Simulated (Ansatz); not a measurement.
## Molecular dynamics of Ga6Sb6

The run: molecular dynamics of Ga6Sb6 (Ga6Sb6 zinc blende bond rod). Method and program: RKS BLYP-d3bjatm/def2-SVP (Ansatz 0.2.0).

The geometry comes from this level: PBE-D4/def2-SVP.

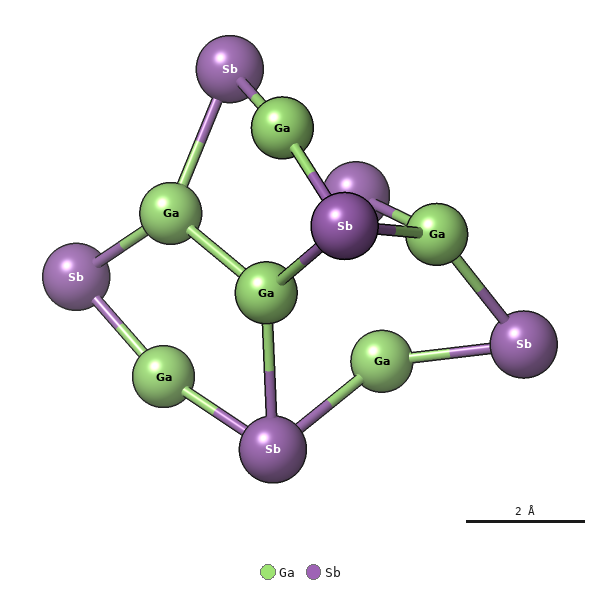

The starting structure (ball-and-stick view, seen at a tilt). Sticks mark near contacts.

**Input**
```yaml
crystal:
  periodic: [false, false, false]
  atoms:
    - {symbol: Ga, position_ang: [-1.728238, 0.622101, -1.975798]}
    - {symbol: Ga, position_ang: [-1.389051, 2.203471, 0.797893]}
    - {symbol: Ga, position_ang: [0.138746, -1.723712, -1.683191]}
    - {symbol: Ga, position_ang: [2.604006, -1.309896, 1.074249]}
    - {symbol: Ga, position_ang: [0.817129, 0.751771, -0.284723]}
    - {symbol: Ga, position_ang: [0.539489, 0.281821, 2.203200]}
    - {symbol: Sb, position_ang: [-1.420872, -1.308225, -3.684576]}
    - {symbol: Sb, position_ang: [-1.795042, -0.902495, 0.279125]}
    - {symbol: Sb, position_ang: [-0.466809, 2.915049, -1.538880]}
    - {symbol: Sb, position_ang: [-1.998229, 0.757557, 2.847977]}
    - {symbol: Sb, position_ang: [2.642469, -0.883595, -1.518086]}
    - {symbol: Sb, position_ang: [2.036002, -1.387248, 3.516711]}
basis:
  gaussian: {orbitals: def2-SVP}
hamiltonian: {xc: {name: BLYP}, dispersion: d3bjatm}
md: {timestep: 0.5 fs, n_steps: 25, ensemble: nvt_langevin, temperature: 500, initial_velocities: maxwell_boltzmann, friction: 0.01, seed: 564}
scf: {omitted_lower_state_checks: [starts]}
```

Machine: 2 CPU threads, shared host.

Launch command:
```bash
ansatz run in.yaml --threads 2 --pin off --events-out ev --progress --plain --max-ram 32768MiB --backend cuda --devices 0, --max-vram 18GiB
```

**The program's output**
```
Functional definition: BLYP
  name "BLYP"
  cite "Becke, Phys. Rev. A 38, 3098 (1988) doi:10.1103/PhysRevA.38.3098"
  cite "Lee, Yang & Parr, Phys. Rev. B 37, 785 (1988) doi:10.1103/PhysRevB.37.785"
  parameter beta = 0.0042
  parameter a = 0.04918
  parameter b = 0.132
  parameter c = 0.2533
  parameter d = 0.349
  exchange = b88_x(beta = beta)
  correlation = lyp_c(a = a, b = b, c = c, d = d)
these checks for a lower state are left out or cut short: starts
4026 factors; their error is unknown
mean field evaluation 1: about -353460.2424 eV, gradient 7.0e1 eV
mean field evaluation 2: about -353415.0094 eV, gradient 1.3e2 eV
mean field evaluation 4: about -353463.7038 eV, gradient 2.5e1 eV
mean field evaluation 8: about -353466.5925 eV, gradient 6.9e0 eV
mean field evaluation 16: about -353466.6690 eV, gradient 7.7e-2 eV
mean field -353466.66900384 eV, -12989.6604975778 hartree, gradient 4.7e-5 eV, S^2 0.000000; 0 other end points of the search recorded, 0 dependent functions left out
the calculation of the forces begins
reference -353466.66944566 eV, -12989.6605138143 hartree; 162, 162 occupied and 186, 186 virtual orbitals, 4026 factors
md step     0: t =     0.00 fs  T =   458.3 K  F+E_penalty+E_count = -353469.81096826 eV  E_kin = 0.710930 eV  (40 SCF iters)
these checks for a lower state are left out or cut short: starts, cluster_reference, orbital_swaps, neighbouring_geometries, increment
4026 factors; their error is unknown
mean field evaluation 32: about -353466.6699 eV, gradient 7.5e-5 eV
mean field -353466.66987756 eV, -12989.6605296864 hartree, gradient 7.5e-5 eV, S^2 0.000000; 0 other end points of the search recorded, 0 dependent functions left out
[... from here on the field's lines of each further geometry are left out, up to the last ...]
md step     1: t =     0.50 fs  T =   459.3 K  F+E_penalty+E_count = -353469.81165667 eV  E_kin = 0.712444 eV  (35 SCF iters)
md step     2: t =     1.00 fs  T =   464.3 K  F+E_penalty+E_count = -353469.81207314 eV  E_kin = 0.720230 eV  (35 SCF iters)
md step     3: t =     1.50 fs  T =   464.8 K  F+E_penalty+E_count = -353469.81220492 eV  E_kin = 0.721002 eV  (35 SCF iters)
md step     4: t =     2.00 fs  T =   475.6 K  F+E_penalty+E_count = -353469.81202300 eV  E_kin = 0.737697 eV  (35 SCF iters)
md step     5: t =     2.50 fs  T =   470.2 K  F+E_penalty+E_count = -353469.81130793 eV  E_kin = 0.729385 eV  (35 SCF iters)
md step     6: t =     3.00 fs  T =   481.4 K  F+E_penalty+E_count = -353469.81014110 eV  E_kin = 0.746684 eV  (35 SCF iters)
md step     7: t =     3.50 fs  T =   433.3 K  F+E_penalty+E_count = -353469.80883715 eV  E_kin = 0.672148 eV  (35 SCF iters)
md step     8: t =     4.00 fs  T =   436.2 K  F+E_penalty+E_count = -353469.80747436 eV  E_kin = 0.676619 eV  (35 SCF iters)
md step     9: t =     4.50 fs  T =   436.3 K  F+E_penalty+E_count = -353469.80598318 eV  E_kin = 0.676810 eV  (35 SCF iters)
md step    10: t =     5.00 fs  T =   412.2 K  F+E_penalty+E_count = -353469.80433909 eV  E_kin = 0.639420 eV  (35 SCF iters)
md step    11: t =     5.50 fs  T =   414.5 K  F+E_penalty+E_count = -353469.80242677 eV  E_kin = 0.642964 eV  (35 SCF iters)
md step    12: t =     6.00 fs  T =   421.8 K  F+E_penalty+E_count = -353469.80031665 eV  E_kin = 0.654291 eV  (35 SCF iters)
md step    13: t =     6.50 fs  T =   399.6 K  F+E_penalty+E_count = -353469.79812123 eV  E_kin = 0.619902 eV  (35 SCF iters)
md step    14: t =     7.00 fs  T =   376.7 K  F+E_penalty+E_count = -353469.79580450 eV  E_kin = 0.584360 eV  (35 SCF iters)
md step    15: t =     7.50 fs  T =   370.8 K  F+E_penalty+E_count = -353469.79350404 eV  E_kin = 0.575218 eV  (34 SCF iters)
md step    16: t =     8.00 fs  T =   371.3 K  F+E_penalty+E_count = -353469.79100317 eV  E_kin = 0.575886 eV  (35 SCF iters)
md step    17: t =     8.50 fs  T =   392.1 K  F+E_penalty+E_count = -353469.78811901 eV  E_kin = 0.608174 eV  (35 SCF iters)
md step    18: t =     9.00 fs  T =   411.4 K  F+E_penalty+E_count = -353469.78495802 eV  E_kin = 0.638156 eV  (35 SCF iters)
md step    19: t =     9.50 fs  T =   367.4 K  F+E_penalty+E_count = -353469.78166802 eV  E_kin = 0.569936 eV  (35 SCF iters)
md step    20: t =    10.00 fs  T =   359.9 K  F+E_penalty+E_count = -353469.77839434 eV  E_kin = 0.558299 eV  (35 SCF iters)
md step    21: t =    10.50 fs  T =   367.1 K  F+E_penalty+E_count = -353469.77508692 eV  E_kin = 0.569386 eV  (35 SCF iters)
md step    22: t =    11.00 fs  T =   381.1 K  F+E_penalty+E_count = -353469.77159509 eV  E_kin = 0.591088 eV  (17 SCF iters)
md step    23: t =    11.50 fs  T =   386.4 K  F+E_penalty+E_count = -353469.76808067 eV  E_kin = 0.599332 eV  (35 SCF iters)
md step    24: t =    12.00 fs  T =   356.2 K  F+E_penalty+E_count = -353469.76475587 eV  E_kin = 0.552571 eV  (35 SCF iters)
the calculation of the forces begins
reference -353466.62717055 eV, -12989.6589602328 hartree; 162, 162 occupied and 186, 186 virtual orbitals, 4026 factors
these checks for a lower state are left out or cut short: starts
4026 factors; their error is unknown
mean field -353466.62672858 eV, -12989.6589439904 hartree, gradient 7.6e-5 eV, S^2 0.000000; 0 other end points of the search recorded, 0 dependent functions left out
the calculation of the forces begins
reference -353466.62717055 eV, -12989.6589602328 hartree; 162, 162 occupied and 186, 186 virtual orbitals, 4026 factors
md step    25: t =    12.50 fs  T =   379.1 K  F+E_penalty+E_count = -353469.76150734 eV  E_kin = 0.587988 eV  (17 SCF iters)
```

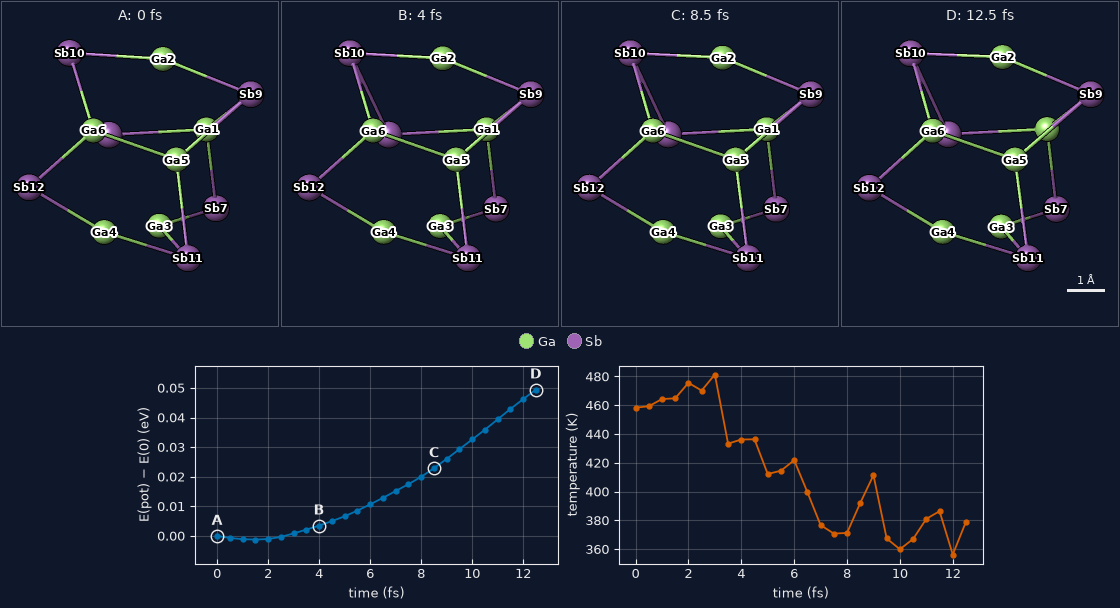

Frames of the molecular dynamics (ball-and-stick, seen at a tilt) above the curves, on which the letters mark them. The trajectory kept here has 26 frames over 12.5 fs. The temperature starts at 458 K, ranges from 356 to 481 K and averages 378 K over the second half. The potential energy ends 0.049 eV above its first value. After an unweighted best fit of the last frame on the first, the root-mean-square displacement is 0.04 Å.

```
Total energy: -353469.76194931 eV, -12989.7741612274 hartree
Atom 0 at    -1.756180     0.619523    -2.005635 Å, force    -0.248850    -0.105939     0.028304 eV/Å
Atom 1 at    -1.390036     2.249203     0.838076 Å, force     0.054124     0.562806    -0.457452 eV/Å
Atom 2 at     0.178382    -1.709045    -1.719808 Å, force    -0.290636    -0.357246     0.016885 eV/Å
Atom 3 at     2.605654    -1.331212     1.122880 Å, force     0.427923    -0.142879    -0.932463 eV/Å
Atom 4 at     0.834568     0.734839    -0.243083 Å, force     0.023340     0.300437    -0.107542 eV/Å
Atom 5 at     0.560478     0.276137     2.229157 Å, force    -0.092530     0.344710    -0.052880 eV/Å
Atom 6 at    -1.411475    -1.328117    -3.705248 Å, force    -0.057062    -0.056861    -0.190626 eV/Å
Atom 7 at    -1.788710    -0.894296     0.312947 Å, force    -0.117906    -0.260027    -0.305812 eV/Å
Atom 8 at    -0.489483     2.890363    -1.564992 Å, force     0.129104     0.225906     0.061633 eV/Å
Atom 9 at    -1.980401     0.777937     2.816114 Å, force    -0.367588    -0.203535     0.772426 eV/Å
Atom 10 at     2.642744    -0.890125    -1.515883 Å, force     0.488466     0.031057     0.054747 eV/Å
Atom 11 at     2.021380    -1.401645     3.499429 Å, force     0.051614    -0.338428     1.112781 eV/Å
Dipole moment:     0.027190     0.381730     0.066052 e Å
Checks for a lower state left out: starts
```

**Trajectory as extended XYZ (Å, eV, eV/Å), 9 of the 26 frames kept, from step=0 to step=25**
```
12
Properties=species:S:1:pos:R:3:forces:R:3 step=0 time_fs=0.0 energy=-353469.81097 temperature=458.3
Ga   -1.7282    0.6221   -1.9758   -0.2984   0.1087  -0.1772
Ga   -1.3891    2.2035    0.7979   -0.1830   0.3590   0.1524
Ga    0.1387   -1.7237   -1.6832    0.0368  -0.3453  -0.0017
Ga    2.6040   -1.3099    1.0742    0.2769  -0.1923   0.0155
Ga    0.8171    0.7518   -0.2847    0.2017   0.1708   0.0809
Ga    0.5395    0.2818    2.2032    0.0826   0.1507   0.1092
Sb   -1.4209   -1.3082   -3.6846   -0.0748  -0.0805  -0.3102
Sb   -1.7950   -0.9025    0.2791   -0.2253  -0.3331   0.0255
Sb   -0.4668    2.9150   -1.5389    0.0956   0.2743  -0.2234
Sb   -1.9982    0.7576    2.8480   -0.2041   0.0105   0.2953
Sb    2.6425   -0.8836   -1.5181    0.2442   0.0053  -0.2489
Sb    2.0360   -1.3872    3.5167    0.0481  -0.1279   0.2825
12
Properties=species:S:1:pos:R:3:forces:R:3 step=3 time_fs=1.5 energy=-353469.81221 temperature=464.8
Ga   -1.7331    0.6215   -1.9787   -0.2899   0.0880  -0.1493
Ga   -1.3894    2.2099    0.8027   -0.1562   0.3758   0.0882
Ga    0.1449   -1.7207   -1.6876   -0.0134  -0.3471  -0.0022
Ga    2.6028   -1.3116    1.0804    0.2969  -0.1859  -0.1073
Ga    0.8187    0.7505   -0.2807    0.1792   0.1879   0.0649
Ga    0.5408    0.2804    2.2061    0.0650   0.1791   0.0820
Sb   -1.4203   -1.3106   -3.6865   -0.0697  -0.0800  -0.2929
Sb   -1.7940   -0.9008    0.2843   -0.2102  -0.3281  -0.0207
Sb   -0.4704    2.9126   -1.5423    0.0975   0.2628  -0.1911
Sb   -1.9958    0.7597    2.8448   -0.2262  -0.0054   0.3456
Sb    2.6430   -0.8839   -1.5177    0.2753   0.0103  -0.2076
Sb    2.0326   -1.3894    3.5134    0.0517  -0.1573   0.3903
12
Properties=species:S:1:pos:R:3:forces:R:3 step=6 time_fs=3.0 energy=-353469.81014 temperature=481.4
Ga   -1.7374    0.6206   -1.9815   -0.2829   0.0674  -0.1216
Ga   -1.3895    2.2158    0.8084   -0.1268   0.3993   0.0139
Ga    0.1508   -1.7177   -1.6922   -0.0599  -0.3511  -0.0013
Ga    2.6018   -1.3138    1.0870    0.3182  -0.1783  -0.2405
Ga    0.8201    0.7486   -0.2764    0.1577   0.2049   0.0488
Ga    0.5428    0.2798    2.2096    0.0459   0.2070   0.0533
Sb   -1.4198   -1.3133   -3.6880   -0.0668  -0.0793  -0.2788
Sb   -1.7924   -0.8996    0.2892   -0.1970  -0.3219  -0.0645
Sb   -0.4742    2.9099   -1.5448    0.0999   0.2536  -0.1590
Sb   -1.9934    0.7621    2.8412   -0.2506  -0.0286   0.4068
Sb    2.6433   -0.8844   -1.5172    0.3086   0.0147  -0.1652
Sb    2.0296   -1.3915    3.5101    0.0536  -0.1877   0.5082
12
Properties=species:S:1:pos:R:3:forces:R:3 step=9 time_fs=4.5 energy=-353469.80598 temperature=436.3
Ga   -1.7410    0.6195   -1.9843   -0.2772   0.0453  -0.0962
Ga   -1.3893    2.2211    0.8147   -0.0929   0.4301  -0.0752
Ga    0.1562   -1.7150   -1.6967   -0.1038  -0.3555  -0.0015
Ga    2.6011   -1.3168    1.0929    0.3393  -0.1693  -0.3735
Ga    0.8221    0.7466   -0.2723    0.1342   0.2229   0.0350
Ga    0.5454    0.2799    2.2132    0.0255   0.2321   0.0233
Sb   -1.4188   -1.3159   -3.6903   -0.0639  -0.0778  -0.2634
Sb   -1.7913   -0.8995    0.2933   -0.1821  -0.3098  -0.1027
Sb   -0.4771    2.9066   -1.5476    0.0998   0.2449  -0.1204
Sb   -1.9907    0.7654    2.8376   -0.2755  -0.0616   0.4728
Sb    2.6433   -0.8846   -1.5171    0.3427   0.0157  -0.1247
Sb    2.0276   -1.3931    3.5066    0.0538  -0.2171   0.6264
12
Properties=species:S:1:pos:R:3:forces:R:3 step=12 time_fs=6.0 energy=-353469.80032 temperature=421.8
Ga   -1.7443    0.6188   -1.9872   -0.2708   0.0197  -0.0757
Ga   -1.3890    2.2264    0.8209   -0.0589   0.4614  -0.1653
Ga    0.1611   -1.7125   -1.7008   -0.1502  -0.3594  -0.0052
Ga    2.6010   -1.3198    1.0983    0.3600  -0.1621  -0.4990
Ga    0.8247    0.7446   -0.2674    0.1094   0.2426   0.0122
Ga    0.5484    0.2799    2.2163   -0.0017   0.2570   0.0015
Sb   -1.4178   -1.3183   -3.6934   -0.0588  -0.0732  -0.2413
Sb   -1.7907   -0.8993    0.2969   -0.1680  -0.2978  -0.1374
Sb   -0.4797    2.9034   -1.5511    0.1002   0.2346  -0.0762
Sb   -1.9889    0.7685    2.8340   -0.2928  -0.0951   0.5335
Sb    2.6431   -0.8851   -1.5174    0.3773   0.0180  -0.0864
Sb    2.0260   -1.3945    3.5031    0.0543  -0.2458   0.7395
12
Properties=species:S:1:pos:R:3:forces:R:3 step=16 time_fs=8.0 energy=-353469.79100 temperature=371.3
Ga   -1.7487    0.6185   -1.9911   -0.2637  -0.0231  -0.0541
Ga   -1.3893    2.2328    0.8272   -0.0191   0.5001  -0.2705
Ga    0.1670   -1.7099   -1.7063   -0.2060  -0.3629  -0.0082
Ga    2.6021   -1.3233    1.1059    0.3826  -0.1547  -0.6452
Ga    0.8276    0.7417   -0.2605    0.0832   0.2635  -0.0239
Ga    0.5523    0.2799    2.2200   -0.0337   0.2849  -0.0174
Sb   -1.4164   -1.3218   -3.6976   -0.0537  -0.0627  -0.2104
Sb   -1.7904   -0.8981    0.3020   -0.1511  -0.2863  -0.1855
Sb   -0.4828    2.8991   -1.5563    0.1047   0.2277  -0.0224
Sb   -1.9867    0.7720    2.8290   -0.3138  -0.1331   0.6093
Sb    2.6430   -0.8867   -1.5176    0.4167   0.0232  -0.0352
Sb    2.0234   -1.3965    3.5010    0.0539  -0.2766   0.8637
12
Properties=species:S:1:pos:R:3:forces:R:3 step=19 time_fs=9.5 energy=-353469.78167 temperature=367.4
Ga   -1.7509    0.6190   -1.9948   -0.2603  -0.0606  -0.0356
Ga   -1.3893    2.2376    0.8317    0.0108   0.5293  -0.3484
Ga    0.1711   -1.7093   -1.7108   -0.2415  -0.3625  -0.0057
Ga    2.6031   -1.3262    1.1121    0.3995  -0.1500  -0.7512
Ga    0.8304    0.7389   -0.2554    0.0597   0.2813  -0.0508
Ga    0.5550    0.2791    2.2226   -0.0529   0.3038  -0.0296
Sb   -1.4147   -1.3241   -3.7009   -0.0526  -0.0548  -0.1916
Sb   -1.7901   -0.8969    0.3058   -0.1388  -0.2780  -0.2256
Sb   -0.4854    2.8961   -1.5598    0.1129   0.2262   0.0158
Sb   -1.9846    0.7744    2.8249   -0.3332  -0.1620   0.6704
Sb    2.6429   -0.8881   -1.5175    0.4446   0.0244   0.0007
Sb    2.0220   -1.3982    3.5004    0.0517  -0.2969   0.9514
12
Properties=species:S:1:pos:R:3:forces:R:3 step=22 time_fs=11.0 energy=-353469.77159 temperature=381.1
Ga   -1.7536    0.6193   -1.9997   -0.2547  -0.0855  -0.0072
Ga   -1.3892    2.2429    0.8350    0.0341   0.5494  -0.4075
Ga    0.1747   -1.7091   -1.7157   -0.2652  -0.3604   0.0051
Ga    2.6042   -1.3289    1.1178    0.4151  -0.1461  -0.8491
Ga    0.8323    0.7366   -0.2499    0.0425   0.2912  -0.0770
Ga    0.5582    0.2777    2.2257   -0.0769   0.3273  -0.0438
Sb   -1.4129   -1.3261   -3.7033   -0.0558  -0.0534  -0.1888
Sb   -1.7890   -0.8955    0.3094   -0.1295  -0.2698  -0.2648
Sb   -0.4874    2.8933   -1.5627    0.1204   0.2250   0.0415
Sb   -1.9825    0.7766    2.8206   -0.3486  -0.1852   0.7230
Sb    2.6428   -0.8894   -1.5168    0.4664   0.0272   0.0303
Sb    2.0215   -1.3998    3.4997    0.0522  -0.3197   1.0382
12
Properties=species:S:1:pos:R:3:forces:R:3 step=25 time_fs=12.5 energy=-353469.76151 temperature=379.1
Ga   -1.7562    0.6195   -2.0056   -0.2488  -0.1059   0.0283
Ga   -1.3900    2.2492    0.8381    0.0541   0.5628  -0.4575
Ga    0.1784   -1.7090   -1.7198   -0.2906  -0.3572   0.0169
Ga    2.6057   -1.3312    1.1229    0.4279  -0.1429  -0.9325
Ga    0.8346    0.7348   -0.2431    0.0233   0.3004  -0.1075
Ga    0.5605    0.2761    2.2292   -0.0925   0.3447  -0.0529
Sb   -1.4115   -1.3281   -3.7052   -0.0571  -0.0569  -0.1906
Sb   -1.7887   -0.8943    0.3129   -0.1179  -0.2600  -0.3058
Sb   -0.4895    2.8904   -1.5650    0.1291   0.2259   0.0616
Sb   -1.9804    0.7779    2.8161   -0.3676  -0.2035   0.7724
Sb    2.6427   -0.8901   -1.5159    0.4885   0.0311   0.0547
Sb    2.0214   -1.4016    3.4994    0.0516  -0.3384   1.1128
```

**Key numbers**

```csv
quantity,value
outcome,finished
mean temperature over the second half,378 K
trajectory,"25 steps, 12.5 fs"
ensemble,nvt_langevin
temperature in the input,500 K
time step,0.5 fs
potential energy (last step),−353469.7619 eV
mean-field energy (last step),−353466.6272 eV
dispersion energy (last step),−3.1348 eV
SCF solution under orbital rotations (last step),stable
largest force (length of the vector) (last step),1.164 eV/Å
dipole moment (last step),1.87 D
wall time,1.7 min (CPU time 2.3 min)
peak memory,1.1 GiB
```

**Remarks**

So short a trajectory is not equilibrated. The logged temperature at the start can lie below the typed one, since it is counted over all degrees of freedom.
